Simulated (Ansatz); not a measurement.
C2H5BrGe (SMILES C[CH2][Ge][Br])

```yaml
atoms:
  - { symbol: C, position_ang: [-2.1095, -0.8984, 1.5517] }
  - { symbol: C, position_ang: [-2.3091, -0.0203, 0.3139] }
  - { symbol: Br, position_ang: [-3.8179, 1.4606, -2.2065] }
  - { symbol: Ge, position_ang: [-4.1982, -0.0286, -0.3865] }
  - { symbol: H, position_ang: [-1.0669, -0.8729, 1.9098] }
  - { symbol: H, position_ang: [-2.3555, -1.9545, 1.3490] }
  - { symbol: H, position_ang: [-2.7472, -0.5740, 2.3914] }
  - { symbol: H, position_ang: [-2.0449, 1.0353, 0.5093] }
  - { symbol: H, position_ang: [-1.6570, -0.3317, -0.5228] }
```

Geometry: B3LYP-D3(BJ)/def2-SVP.

Method: isolated molecule in a Gaussian basis; Kohn-Sham density functional theory, functional PBE0 (Ansatz 0.2.0).

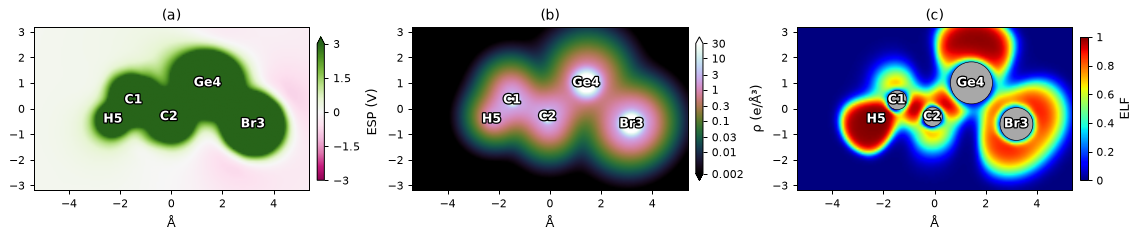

Figure 1. (a) molecular electrostatic potential; (b) electron density; (c) ELF on the plane of atoms C2, Ge4 and Br3. Grey discs cover the atomic cores in the ELF map.

Q: Interpret the plot.

A: The plane passes through C, Br, Ge and H nuclei. C–C (1.53 Å): ρ is about 1.6 e/Å³ halfway; the ELF peaks at about 0.95 between the atoms: localised, covalent bonding. C–Ge (2.01 Å): ρ at the midpoint is about 0.82 e/Å³; the ELF peaks at about 0.90 in the valence shell of C, 0.7 Å from its nucleus, and is about 0.75 at the midpoint. Ge–Br (2.38 Å): the density is about 0.6 e/Å³ at the midpoint, with its minimum of 0.54 e/Å³ about 1.0 Å from Ge; the ELF peaks at about 0.75 in the valence shell of Br, 1.0 Å from its nucleus, and is about 0.70 at the midpoint. C–H (1.10 Å): the density is about 1.9 e/Å³ at the midpoint; the ELF climbs to about 1 towards the hydrogen, as it does in any bond to H: an ordinary covalent bond to hydrogen. The ELF also peaks beside Br3, away from the bonds: lone-pair regions. Outside the dense part of the molecule the potential is most negative (−0.8 V) near Br3.

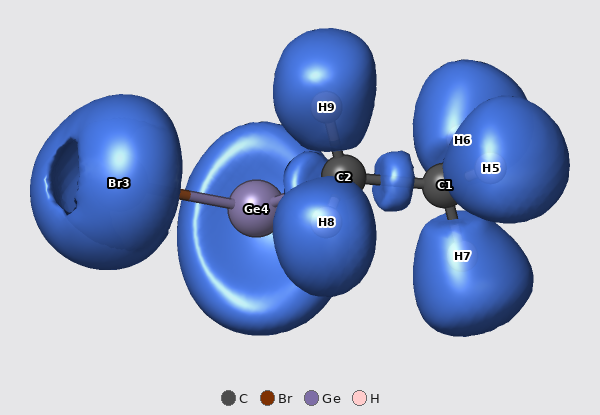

Figure 2. Isosurface of the ELF at 0.8 (blue), seen from one side. Core shells and regions of very low density are left out.

Q: Where are the electrons localised?

A: The surface consists of one region between bonded C–C atoms (shared pairs), five regions around hydrogen nuclei, one lobe of the valence shell of C pointing towards Ge (polar bonds), one ring or bowl of non-bonding electrons around Br and one lobe on Ge, pointing away from the bonds (lone pairs).

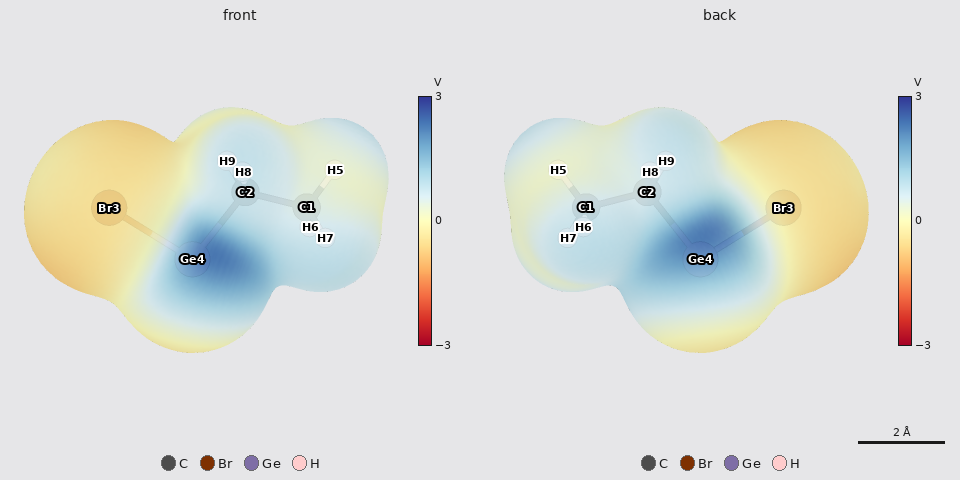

Figure 3. The electrostatic potential painted on the density surface at 0.002 e/bohr³, seen from the front and from behind; red is negative and blue positive.

Q: Which sites attract a positive test charge, and which a negative one?

A: A positive charge is drawn to the negative regions and a negative charge to the positive ones. The most negative region (about −0.7 V) lies over Br3, the most positive (about +2.3 V) over Ge4.

Q: How polar is the molecule by this calculation?

A: Its dipole moment is 2.51 D.

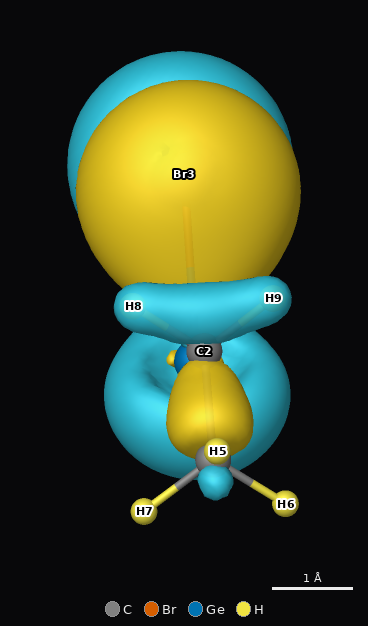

Figure 4. The HOMO−1 at ±0.08 Å⁻³ᐟ² (yellow and cyan are the two phases), seen at an oblique angle.

Q: Where does this orbital lie, and at what energy?

A: Its weight (Hirshfeld) is mainly on Br3 (about 80 %) and Ge4 (about 15 %); largely a lone pair of Br3. Its energy is −8.36 eV.
